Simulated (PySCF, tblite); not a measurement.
# C₈H₈N radical: geometry, infrared bands and EPR parameters

Aim: predict the infrared bands and EPR parameters of C₈H₈N radical (`[CH2]/C=C\c1ccncc1`).

The runs use tblite 0.8.0 and PySCF 2.14.0, with density-fitted response routines of our own; the level of theory stands in each step. All values are computed, except where a source is named. Atoms are numbered from 0 throughout.

**1. The molecule as given**

17 atoms, charge 0, multiplicity 2; geometry from: force field or distance geometry start.

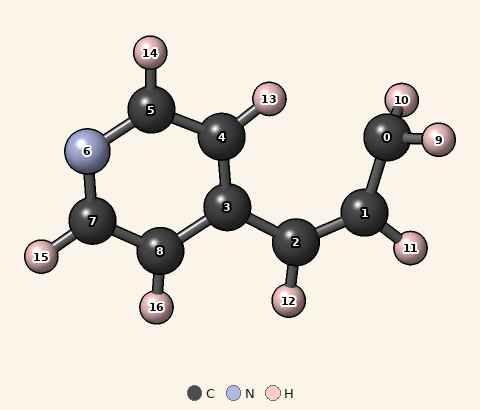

As it starts; carbon dark grey, nitrogen light blue, hydrogen pink, atoms numbered.

**2. Relaxing the molecule with GFN2-xTB**

Job settings and geometry (Å):

```
{"job": {"kind": "relax", "xc": "GFN2-xTB", "basis": "xTB"}, "charge": 0, "multiplicity": 2}
C      2.588900     0.521200     0.233500
C      2.090100    -0.829900     0.023800
C      0.842500    -1.187800     0.044500
C     -0.318500    -0.339000     0.232100
C     -0.329100     1.005400     0.474000
C     -1.528100     1.711500     0.643600
N     -2.710300     1.106200     0.603100
C     -2.711000    -0.206400     0.392700
C     -1.554700    -0.966500     0.204000
H      3.371900     0.580600     1.019500
H      3.032000     0.880300    -0.714900
H      2.852100    -1.620900    -0.134800
H      0.638500    -2.258800    -0.118000
H      0.562800     1.576200     0.512400
H     -1.476000     2.782700     0.822400
H     -3.660800    -0.731100     0.363100
H     -1.697600    -2.011900     0.038300
```

Launch:

```console
> OMP_NUM_THREADS=1 python probes_run.py task.json out
```

One launch serves the whole session: the jobs run in the order shown.

The log of the run:

```text
step      E/eV     max force
  0    -652.68851    2.269
  1    -652.82855    1.793
  2    -652.91062    0.800
  3    -652.97329    0.657
  4    -653.01635    0.789
  5    -653.04288    0.435
  6    -653.05760    0.396
  7    -653.07593    0.521
  8    -653.09251    0.482
  9    -653.11004    0.381
 10    -653.13096    0.413
 11    -653.16293    0.827
 12    -653.21565    1.332
 13    -653.29408    1.485
 14    -653.41350    1.059
 15    -653.56897    1.120
 16    -653.65837    1.048
 17    -653.55487    2.519
 18    -653.73162    0.620
 19    -653.75972    0.477
 20    -653.78434    0.444
 21    -653.82867    0.442
 22    -653.84491    0.429
 23    -653.86484    0.320
 24    -653.87753    0.341
 25    -653.88781    0.339
 26    -653.89520    0.316
 27    -653.90468    0.229
 28    -653.91352    0.254
 29    -653.92205    0.262
 30    -653.92938    0.269
 31    -653.93689    0.202
 32    -653.94468    0.188
 33    -653.95183    0.226
 34    -653.95726    0.214
 35    -653.96157    0.197
 36    -653.96620    0.176
 37    -653.97164    0.244
 38    -653.97650    0.272
 39    -653.97968    0.219
 40    -653.98189    0.132
 41    -653.98410    0.120
 42    -653.98649    0.141
 43    -653.98775    0.116
 44    -653.98918    0.095
 45    -653.99074    0.120
 46    -653.99272    0.149
 47    -653.99435    0.102
 48    -653.99555    0.093
 49    -653.99666    0.107
 50    -653.99807    0.122
 51    -653.99972    0.124
 52    -654.00127    0.115
 53    -654.00268    0.116
 54    -654.00433    0.131
 55    -654.00637    0.164
 56    -654.00833    0.119
 57    -654.00964    0.082
 58    -654.01045    0.062
 59    -654.01104    0.087
 60    -654.01177    0.097
 61    -654.01283    0.089
 62    -654.01421    0.097
 63    -654.01554    0.101
 64    -654.01662    0.096
 65    -654.01745    0.076
 66    -654.01828    0.078
 67    -654.01915    0.076
 68    -654.02018    0.090
 69    -654.02130    0.108
 70    -654.02243    0.087
 71    -654.02338    0.075
 72    -654.02420    0.066
 73    -654.02485    0.081
 74    -654.02542    0.086
 75    -654.02593    0.060
 76    -654.02633    0.042
 77    -654.02661    0.039
 78    -654.02687    0.033
 79    -654.02711    0.035
 80    -654.02737    0.042
 81    -654.02768    0.047
 82    -654.02812    0.055
 83    -654.02870    0.067
 84    -654.02935    0.065
 85    -654.03005    0.065
 86    -654.03091    0.088
 87    -654.03208    0.114
 88    -654.03352    0.115
 89    -654.03481    0.075
 90    -654.03557    0.042
 91    -654.03595    0.043
 92    -654.03624    0.041
 93    -654.03646    0.039
 94    -654.03660    0.037
 95    -654.03672    0.024
 96    -654.03684    0.025
 97    -654.03699    0.025
 98    -654.03712    0.025
 99    -654.03724    0.025
100    -654.03735    0.026
101    -654.03745    0.026
102    -654.03753    0.017
103    -654.03757    0.013
104    -654.03759    0.011
105    -654.03760    0.010
```

Wall time 0.55 s (1 thread of Arm Neoverse V2, shared host).

Relaxation path: (not every step is listed)

```tsv
step	energy from step 0 (eV)	largest force (eV/Å)
0	0.0000	2.2692
1	-0.1400	1.7931
2	-0.2221	0.7996
3	-0.2848	0.6575
4	-0.3278	0.7891
5	-0.3544	0.4349
6	-0.3691	0.3961
7	-0.3874	0.5209
8	-0.4040	0.4822
17	-0.8664	2.5186
26	-1.2067	0.3165
35	-1.2731	0.1974
44	-1.3007	0.0950
53	-1.3142	0.1160
62	-1.3257	0.0974
71	-1.3349	0.0748
80	-1.3389	0.0424
89	-1.3463	0.0750
98	-1.3486	0.0255
100	-1.3488	0.0262
101	-1.3489	0.0258
102	-1.3490	0.0175
103	-1.3491	0.0134
104	-1.3491	0.0110
105	-1.3491	0.0097
```

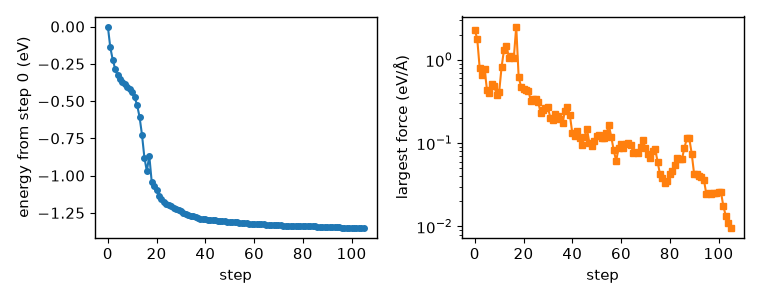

Energy and force, step by step.

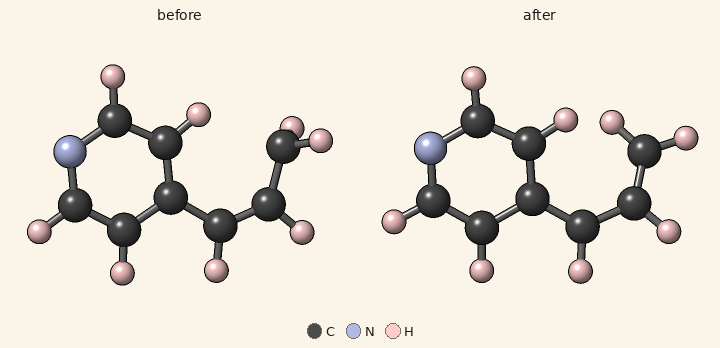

The geometry before (left) and after (right).

Close pairs (by a distance rule), those that changed most:

```tsv
bond	before (Å)	after (Å)	change (Å)
C1–C2	1.298	1.406	+0.108
C0–C1	1.455	1.353	-0.103
C3–C4	1.366	1.410	+0.044
C0–H9	1.111	1.076	-0.035
C2–C3	1.450	1.418	-0.033
C0–H10	1.107	1.075	-0.032
C3–C8	1.387	1.412	+0.026
C1–H11	1.110	1.085	-0.025
```

The final coordinates are the input of the step that follows.

**3. Harmonic vibrations with GFN2-xTB**

Job settings and geometry (Å):

```
{"job": {"kind": "ir", "xc": "GFN2-xTB", "basis": "xTB"}, "charge": 0, "multiplicity": 2}
C      2.684750     0.355359    -0.171442
C      2.198131    -0.839820     0.234821
C      0.849904    -1.228276     0.321497
C     -0.297854    -0.397449     0.365179
C     -0.284055     0.963862     0.732911
C     -1.467268     1.673099     0.737498
N     -2.646242     1.153641     0.424558
C     -2.679370    -0.132529     0.101701
C     -1.566181    -0.943264     0.068658
H      3.744377     0.539541    -0.196880
H      2.048598     1.139554    -0.540653
H      2.917346    -1.617932     0.467996
H      0.657799    -2.293505     0.349741
H      0.630292     1.430614     1.061895
H     -1.484054     2.718975     1.017456
H     -3.660401    -0.524845    -0.133746
H     -1.652769    -1.984995    -0.201637
```

The log of the run:

```text
mode    cm-1     km/mol
  1      75.7      0.42
  2     143.2      0.74
  3     150.7      0.19
  4     275.2      3.21
  5     325.4      0.93
  6     341.3      0.10
  7     446.6      4.86
  8     473.0      7.39
  9     546.8      4.71
 10     620.3      2.45
 11     644.5      5.03
 12     685.4      1.76
 13     746.4      0.56
 14     792.9     30.43
 15     837.1      8.88
 16     840.6      9.95
 17     869.5      0.88
 18     911.0      0.66
 19     922.1      0.18
 20     967.7      9.71
 21     996.8     11.68
 22    1006.6      7.25
 23    1097.4      5.93
 24    1118.3      0.38
 25    1135.3      0.15
 26    1199.0      6.33
 27    1227.3      1.15
 28    1275.7      1.10
 29    1292.4      0.39
 30    1310.4      0.31
 31    1371.6     10.79
 32    1389.3      1.29
 33    1420.5     11.05
 34    1443.8      1.43
 35    1505.9      8.18
 36    1541.4     32.54
 37    1570.3     88.39
 38    3027.9     30.13
 39    3051.2     42.24
 40    3053.8     37.64
 41    3055.0     22.55
 42    3083.2     46.05
 43    3101.9     20.89
 44    3117.4      7.57
 45    3148.5     34.06
```

Wall time 0.44 s (1 thread of Arm Neoverse V2, shared host).

The strongest bands and the atoms that carry them (share of the mass-weighted mode):

```tsv
cm⁻¹	km/mol	atoms
793	30.4	H12 18 %, C2 15 %, H13 12 %, C3 12 %
1541	32.5	C1 25 %, C0 25 %
1570	88.4	C7 17 %, C5 16 %, C8 15 %, C1 14 %
3028	30.1	H11 88 %
3051	42.2	H14 91 %
3054	37.6	H15 80 %
3083	46.0	H16 89 %
3148	34.1	H10 56 %, H9 33 %
```

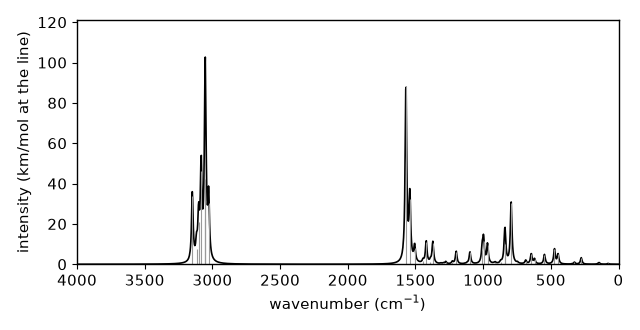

The infrared spectrum from these modes, unscaled. Lines are broadened to a width of 14 cm⁻¹ (Lorentzian).

**4. g tensor and hyperfine couplings: B3LYP/pcH-1**

Same as in step 3 but for these lines:

```diff
@@ -1,2 +1,2 @@
-{"job": {"kind": "ir", "xc": "GFN2-xTB", "basis": "xTB"}, "charge": 0, "multiplicity": 2}
+{"job": {"kind": "epr", "basis": "pcH-1"}, "charge": 0, "multiplicity": 2}
 C      2.684750     0.355359    -0.171442
```

Level: UKS B3LYP, pcH-1 on C H N, non-relativistic, mean-field spin-orbit, GIAO.

The log of the run:

```text
UKS, coarse grid
  cycle   1  E = -364.33084848  |g| = 3.01e-01
  cycle   2  E = -364.32351821  |g| = 3.46e-01
  cycle   3  E = -364.37774463  |g| = 9.32e-02
  cycle   4  E = -364.38080415  |g| = 4.59e-02
  cycle   5  E = -364.38194992  |g| = 1.46e-02
  cycle   6  E = -364.38210315  |g| = 6.27e-03
  cycle   7  E = -364.38215515  |g| = 2.57e-03
  cycle   8  E = -364.38216854  |g| = 1.71e-03
  cycle   9  E = -364.38217048  |g| = 4.80e-04
UKS, final grid
  cycle   1  E = -364.38214753  |g| = 6.29e-04
  cycle   2  E = -364.38214727  |g| = 1.07e-03
  cycle   3  E = -364.38214786  |g| = 1.20e-04
  cycle   4  E = -364.38214791  |g| = 1.07e-04
  cycle   5  E = -364.38214793  |g| = 4.85e-05
  cycle   6  E = -364.38214793  |g| = 1.70e-05
E = -364.38214793 Eh   <S^2> = 0.7817 (exact 0.7500)
g shifts (ppm)      1          2          3
  rmc          -151       -151       -151
  gc              0         32         25
  oz_so         112        650        928
  total         -39        531        801
hyperfine (MHz)  atom isotope    a_iso     a_fc   dipolar eigenvalues
    0   13C      42.46      42.46    -38.70    -37.17     75.87
    1   13C     -42.55     -42.55    -25.62     10.17     15.46
    2   13C      53.19      53.19    -49.05    -47.14     96.19
    3   13C     -31.32     -31.32    -13.92      5.76      8.17
    4   13C      15.12      15.12    -11.71    -11.43     23.14
    5   13C     -12.57     -12.57     -9.73      4.06      5.67
    6   14N       5.23       5.23     -6.14     -5.98     12.12
    7   13C     -12.04     -12.04     -9.47      4.02      5.46
    8   13C      18.67      18.67    -11.85    -10.90     22.75
    9    1H     -31.75     -31.75    -18.84     -0.61     19.45
   10    1H     -30.85     -30.85    -15.54     -1.90     17.44
   11    1H      23.23      23.23     -4.45     -1.68      6.13
   12    1H     -41.31     -41.31    -22.49     -1.02     23.51
   13    1H      -9.94      -9.94     -3.71     -1.61      5.32
   14    1H       3.77       3.77     -1.74     -0.59      2.33
   15    1H       3.73       3.73     -1.66     -0.26      1.92
   16    1H      -9.64      -9.64     -3.26     -2.02      5.28
```

Run time: 80 s. Hardware: 1 thread of Arm Neoverse V2, shared host; peak memory 0.98 GiB.

Principal g values 2.00228, 2.00285, 2.00312; g(iso) = 2.00275, against 2.00232 for a free electron.

Mean a(iso) over the nuclei that a row names, and the largest dipolar term of the row (other rows stand at the frozen geometry):

```tsv
nuclei	isotope	a(iso) (MHz)	a(iso) (G, at g = 2.0023)	largest dipolar term (MHz)
C2	13C	53.2	19.0	96.2
C1	13C	-42.6	-15.2	-25.6
C0	13C	42.5	15.2	75.9
H12	1H	-41.3	-14.7	23.5
C3	13C	-31.3	-11.2	-13.9
H9, H10	1H	-31.3	-11.2	19.4
H11	1H	23.2	8.3	6.1
C4, C8	13C	16.9	6.0	23.1
C5, C7	13C	-12.3	-4.4	-9.7
H13, H16	1H	-9.8	-3.5	5.3
N6	14N	5.2	1.9	12.1
H14, H15	1H	3.7	1.3	2.3
```

Mulliken spin populations:

C0 0.51; C1 -0.23; C2 0.62; C3 -0.14; C4 0.16; C5 -0.07; N6 0.13; C7 -0.07; C8 0.15; H9 -0.02; H10 -0.02; H11 0.01; H12 -0.03; H13 -0.01; H14 0.00; H15 0.00; H16 -0.01

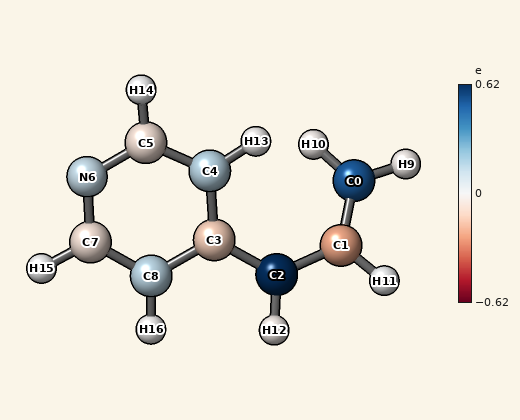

Mulliken spin populations, as colours on the atoms.

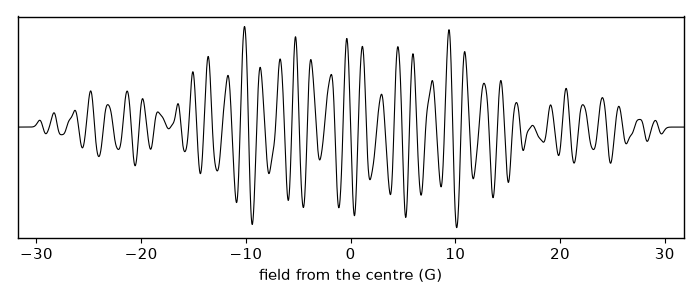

First-order isotropic spectrum (first derivative, main isotopes with spin only, couplings over 0.8 MHz, Gaussian width 0.3 G; couplings of the frozen geometry, rotation of groups not averaged beyond the rows shown).

Orbitals, density, ELF and potential are computed afterwards from the orbital file.

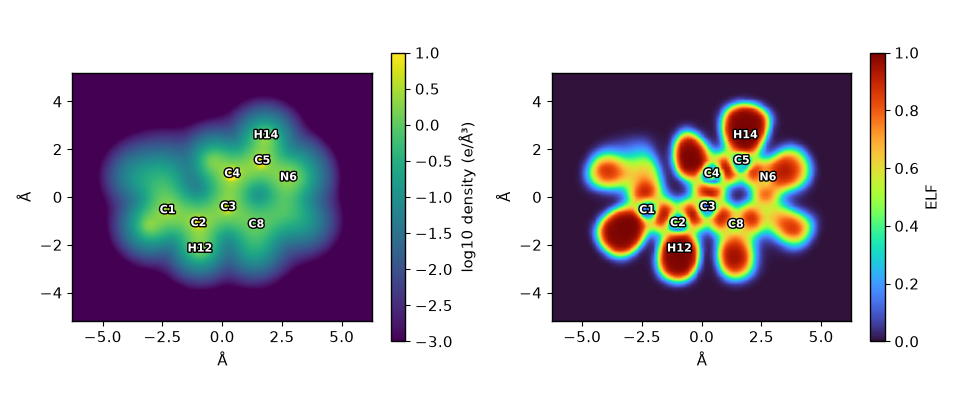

Density (left) and ELF (right) in a plane through or near 9 of the atoms.

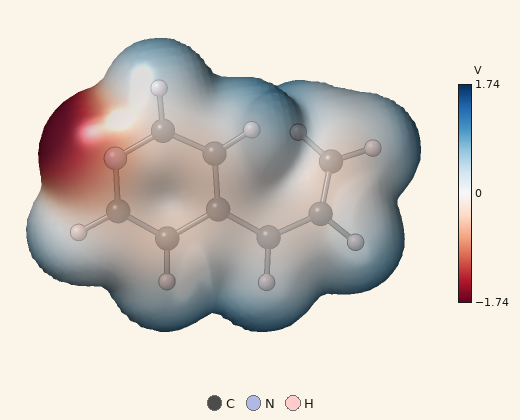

The potential that a unit positive charge feels on the 0.002 e/bohr³ surface, from -1.74 V near N6 to 1.07 V near H12.

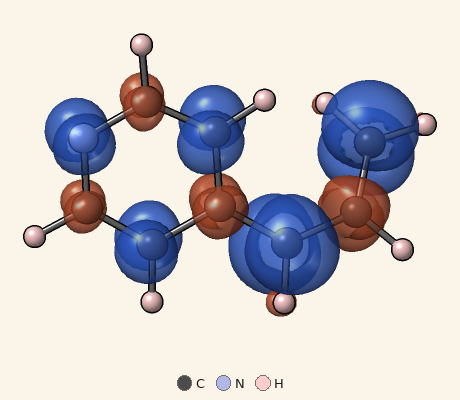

Spin density at ±0.02 e/Å³ (alpha excess blue, beta excess red).

**5. Outcome**

```
                                 quantity                 value
strongest single infrared mode (GFN2-xTB)  1570 cm⁻¹, 88 km/mol
             zero-point energy (GFN2-xTB)         83.1 kcal/mol
                           g(iso) (B3LYP)               2.00275
                                     ⟨S²⟩    0.782 (exact 0.75)
       largest a(iso) (averaged by class)   13C on C2, 53.2 MHz
    surface potential, least and greatest    -1.74 V and 1.07 V
```

In words: The optimisation took 105 steps and gained 1.349 eV; among the close pairs (by a distance rule), C1–C2 changed most, from 1.298 to 1.406 Å. All 45 modes are real, so the xTB geometry is a minimum. The strongest single mode, at 1570 cm⁻¹, has its largest shares on C7, C5, C8 and C1 (the list is cut at 4 atoms). Unscaled tight-binding wavenumbers are off by several per cent, some by more. Its intensities can rank the bands wrongly. The largest spin populations lie on C2 (0.62 e), C0 (0.51 e). The isotropic g lies 0.4 ppt above the free-electron value.
